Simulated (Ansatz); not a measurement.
**SiPH5O2 (SMILES O[SiH2]OP): r2SCAN/6-31G(d) (spherical functions)**

Aim: the vertical singlet–triplet gap of SiPH5O2 at r2SCAN/6-31G* (spherical functions), from 2 runs. 

The results are computed with Ansatz 0.2.0.

84 further runs of the same task are left out: 84 set aside as unsound or not needed.

### 1 The system as given

The species is SiPH5O2 (9 atoms), meant as a singlet with charge 0. SMILES: `O[SiH2]OP`. Geometry: relaxed at PBE0-D4/def2-TZVP. This is one conformer, not always the lowest.

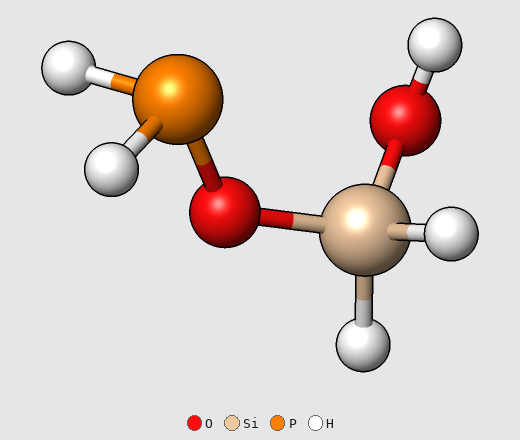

Viewed from a chosen angle; oxygen red, silicon light orange, phosphorus orange, hydrogen white.

### 2 A single-point energy at r2SCAN/6-31G(d) (spherical functions)

File molecule.yaml:

```yaml
crystal:
  periodic: [false, false, false]
  atoms:
    - {symbol: O, position_ang: [-0.307900, 1.144300, -1.642900]}
    - {symbol: Si, position_ang: [0.817700, 0.562000, -0.606400]}
    - {symbol: O, position_ang: [0.302400, -0.778100, 0.201800]}
    - {symbol: P, position_ang: [-0.942200, -0.834900, 1.277600]}
    - {symbol: H, position_ang: [-0.998700, 1.706900, -1.290600]}
    - {symbol: H, position_ang: [1.170600, 1.605300, 0.391300]}
    - {symbol: H, position_ang: [1.964500, 0.123500, -1.421100]}
    - {symbol: H, position_ang: [-0.305900, -1.590900, 2.302600]}
    - {symbol: H, position_ang: [-1.612000, -1.984300, 0.770600]}
basis:
  gaussian:
    orbitals: 6-31G_st_-spherical.json
hamiltonian:
  xc: {name: r2SCAN}
accuracy: high
output: {orbitals: {seedname: orbitals}}
```

The basis set 6-31G* is read from a file made from the Basis Set Exchange's data (not shown).

On the command line:

```
$ ansatz run molecule.yaml --threads 1 --pin off --max-ram 3480MiB --events-out events.jsonl --progress --plain --runs-dir runs
```

The log of the run:

```text
Warning: RAYON_NUM_THREADS=1 ignored (pool sized by the plan → 1); use --threads N
Functional definition: r2SCAN
  name "r2SCAN"
  parameter k0 = 0.174
  parameter k1 = 0.065
  parameter a1 = 4.9479
  exchange = r2scan_x(k0 = k0, k1 = k1, a1 = a1)
  correlation = r2scan_c
1669 factors; integrals over basis functions are off by at most 4.4e-9 eV
mean field evaluation 1: about -21331.5285 eV, gradient 6.6e1 eV
mean field evaluation 2: about -21307.2464 eV, gradient 1.3e2 eV
mean field evaluation 4: about -21338.7462 eV, gradient 9.9e0 eV
mean field evaluation 8: about -21338.9139 eV, gradient 2.9e-1 eV
mean field evaluation 16: about -21338.9141 eV, gradient 2.3e-5 eV
mean field -21338.91413143 eV, -784.1906302947 hartree, gradient 1.1e-8 eV, S^2 0.000000; 0 other end points of the search recorded, 0 dependent functions left out
reference -21338.91413223 eV, -784.1906303240 hartree; 25, 25 occupied and 49, 49 virtual orbitals, 1669 factors
Total energy: -21338.91413223 eV, -784.1906303240 hartree
```

Run time: 4.5 s. Hardware: 1 thread of AMD EPYC 9R45 (Zen 5), shared host; peak memory 0.28 GiB.

### 3 The triplet at the same level

File input.yaml:

```yaml
crystal:
  periodic: [false, false, false]
  atoms:
    - {symbol: O, position_ang: [-0.307900, 1.144300, -1.642900]}
    - {symbol: Si, position_ang: [0.817700, 0.562000, -0.606400]}
    - {symbol: O, position_ang: [0.302400, -0.778100, 0.201800]}
    - {symbol: P, position_ang: [-0.942200, -0.834900, 1.277600]}
    - {symbol: H, position_ang: [-0.998700, 1.706900, -1.290600]}
    - {symbol: H, position_ang: [1.170600, 1.605300, 0.391300]}
    - {symbol: H, position_ang: [1.964500, 0.123500, -1.421100]}
    - {symbol: H, position_ang: [-0.305900, -1.590900, 2.302600]}
    - {symbol: H, position_ang: [-1.612000, -1.984300, 0.770600]}
basis:
  gaussian:
    orbitals: 6-31G_st_-spherical.json
accuracy: high
magnetization:
  spin_polarized: true
  initial_magnetization: 2
hamiltonian:
  xc: r2scan
output: {orbitals: {seedname: orbitals}}
```

The basis set 6-31G* is read from a file made from the Basis Set Exchange's data (not shown).

On the command line:

```
$ ansatz run input.yaml --threads 1 --pin off --max-ram 3480MiB --events-out events.jsonl --progress --plain --runs-dir runs
```

The log of the run, cut to the lines that bear on the results:

```text
Warning: RAYON_NUM_THREADS=1 ignored (pool sized by the plan → 1); use --threads N
[... 7 set-up lines as earlier in the session ...]
1669 factors; integrals over basis functions are off by at most 4.4e-9 eV
mean field evaluation 1: about -21325.9291 eV, gradient 4.8e1 eV
mean field evaluation 2: about -21276.2838 eV, gradient 1.1e2 eV
mean field evaluation 4: about -21334.1037 eV, gradient 7.4e0 eV
mean field evaluation 8: about -21334.4313 eV, gradient 2.7e-1 eV
mean field evaluation 16: about -21334.4318 eV, gradient 3.6e-4 eV
mean field evaluation 32: about -21334.2829 eV, gradient 1.5e0 eV
mean field -21334.43184601 eV, -784.0259093435 hartree, gradient 3.3e-8 eV, S^2 2.005159; 3 other end points of the search recorded, 0 dependent functions left out
reference -21334.43184838 eV, -784.0259094307 hartree; 26, 24 occupied and 48, 50 virtual orbitals, 1669 factors
Total energy: -21334.43184838 eV, -784.0259094307 hartree
```

It took 9.6 s on 1 thread of AMD EPYC 9R45 (Zen 5), shared host; peak memory 0.44 GiB.

### 4 Summary of results

At r2SCAN/6-31G* (spherical functions):

| quantity | value |
| --- | --- |
| singlet: total energy | -784.19063 Eh |
| singlet: HOMO energy | -6.19 eV |
| singlet: LUMO energy | -0.65 eV |
| singlet: HOMO–LUMO gap | 5.54 eV |
| triplet: total energy | -784.02591 Eh |
| triplet: HOMO energy (highest over α and β) | -2.05 eV |
| triplet: ⟨S²⟩ | 2.005 |
| vertical energy of the triplet above the singlet | 4.482 eV |

**Reading.** At this shape the triplet lies 4.48 eV (432 kJ/mol) above the singlet.
